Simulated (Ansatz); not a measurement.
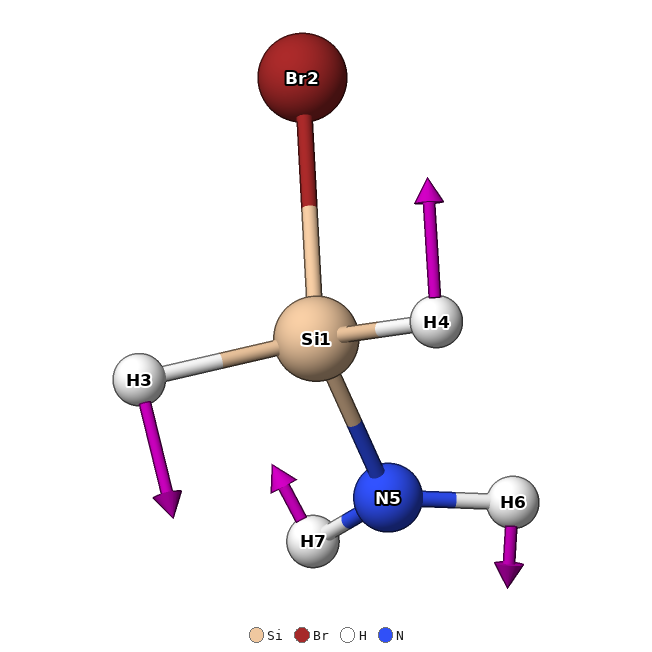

The arrows show one normal mode. Harmonic vibrations computed with RKS PBE0-D4/def2-TZVP (Ansatz 0.2.0) at a stationary point of the same level.

What kind of motion is it?

Answer. Mostly Br–Si–H bending.

Estimate its harmonic wavenumber.

Answer. 740 cm⁻¹; it is mode 6 of 15 counted from the lowest.
